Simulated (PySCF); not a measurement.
**CISD/STO-6G run of SiH2F2 (SiF2H2)**

Aim: the vertical ionisation energy of SiH2F2 (SiF2H2) at CISD/STO-6G, from 2 runs. The job is set up through a Python script.

Program for the calculation: PySCF 2.14.0.

5 further runs of the same task are left out: 5 set aside as unsound or not needed.

## 1. The system as given

The species is SiH2F2 (5 atoms), meant as a singlet with charge 0. SMILES: `[H][Si]([H])(F)F`. Geometry: relaxed at GFN2-xTB.

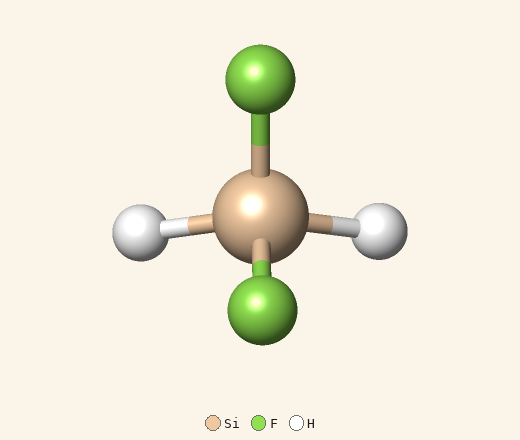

The structure, seen from a chosen angle (silicon light orange, fluorine green, hydrogen white).

## 2. The energy at CISD/STO-6G

Input file run.py:

```python
from pyscf import gto, scf, ci

mol = gto.Mole()
mol.atom = '''
Si  -0.091360   0.000560  -0.064290
F    0.009240  -0.018840   1.526500
F    1.436020   0.010630  -0.519740
H   -0.680140   1.257800  -0.455540
H   -0.673740  -1.250150  -0.486920
'''
mol.verbose = 3
mol.charge = 0
mol.max_memory = 1860
mol.basis = 'sto-6g'
mol.build()

hf = scf.RHF(mol)
hf.conv_tol = 1e-10
hf.kernel()
if not hf.converged:
    hf = hf.newton().run(hf.mo_coeff, hf.mo_occ)

cisd = ci.CISD(hf, frozen=7)
cisd.kernel()
etot = cisd.e_tot
print(f'total energy: {etot:.8f} hartree')
```

Command:

```
$ OMP_NUM_THREADS=1 python run.py
```

Standard output:

```text
converged SCF energy = -487.015052715018
E(RCISD) = -487.0961531502833  E_corr = -0.08110043526499577
total energy: -487.09615315 hartree
```

Wall time 1.3 s (1 thread of Intel Xeon Platinum 8488C (Sapphire Rapids), shared host); peak memory 0.1 GiB.

## 3. The doublet cation

Input file job.py:

```python
from pyscf import gto, scf, ci

molecule = gto.Mole()
molecule.atom = '''
Si  -0.091360   0.000560  -0.064290
F    0.009240  -0.018840   1.526500
F    1.436020   0.010630  -0.519740
H   -0.680140   1.257800  -0.455540
H   -0.673740  -1.250150  -0.486920
'''
molecule.verbose = 4
molecule.max_memory = 1860
molecule.charge = 1
molecule.spin = 1
molecule.basis = 'sto-6g'
molecule.build()

myscf = scf.UHF(molecule)
myscf.conv_tol = 1e-10
myscf.kernel()
if not myscf.converged:
    myscf = myscf.newton().run(myscf.mo_coeff, myscf.mo_occ)

cisd = ci.CISD(myscf, frozen=7)
cisd.kernel()
e_tot = cisd.e_tot
print('E(%s) = %.9f' % ('CISD', e_tot))
```

Command:

```
$ OMP_NUM_THREADS=1 python job.py
```

Standard output:

```text
PySCF version 2.14.0

[... 121 lines left out ...]
converged SCF energy = -486.640493458451  <S^2> = 0.7725935  2S+1 = 2.0224673
[... 1 line left out ...]
******** <class 'pyscf.ci.ucisd.UCISD'> ********
CISD nocc = (np.int64(10), np.int64(9)), nmo = (14, 14)
frozen orbitals 7
max_cycle = 50
direct = 0
conv_tol = 1e-09
max_cycle = 50
max_space = 12
lindep = 0
nroots = 1
Init t2, MP2 energy = -0.106752919571829
UCISD converged
E(UCISD) = -486.7691964424333  E_corr = -0.1287029839826173
E(CISD) = -486.769196442
```

Wall time 0.87 s (1 thread of Intel Xeon Platinum 8488C (Sapphire Rapids), shared host); peak memory 0.1 GiB.

## 4. Outcome

Level: CISD/STO-6G, 7 core orbitals frozen.

| quantity | value |
| --- | --- |
| singlet SiH2F2: total energy | -487.09615 Eh |
| singlet SiH2F2: dipole moment (Hartree–Fock density) | 1.83 D |
| singlet SiH2F2: HOMO energy (Hartree–Fock orbitals) | -10.69 eV |
| singlet SiH2F2: LUMO energy (Hartree–Fock orbitals) | 12.67 eV |
| singlet SiH2F2: HOMO–LUMO gap (Hartree–Fock orbitals) | 23.36 eV |
| singlet SiH2F2: correlation energy (7 core orbitals frozen) | -81.1 mEh |
| doublet cation: total energy | -486.76920 Eh |
| doublet cation: HOMO energy (Hartree–Fock orbitals) (highest over α and β) | -16.10 eV |
| doublet cation: LUMO energy (Hartree–Fock orbitals) (lowest over α and β) | -9.59 eV |
| doublet cation: correlation energy (7 core orbitals frozen) | -128.7 mEh |
| doublet cation: ⟨S²⟩ of the reference determinant | 0.773 |
| vertical ionisation energy (to the doublet cation) | 8.897 eV |

**Reading.** Removing an electron at fixed nuclei costs 8.90 eV (205 kcal/mol). In a minimal basis such a difference can be off by several eV, whatever the method. Mulliken charges (singlet SiH2F2) of the mean-field density run from -0.36 on F2 to +1.07 on Si1.
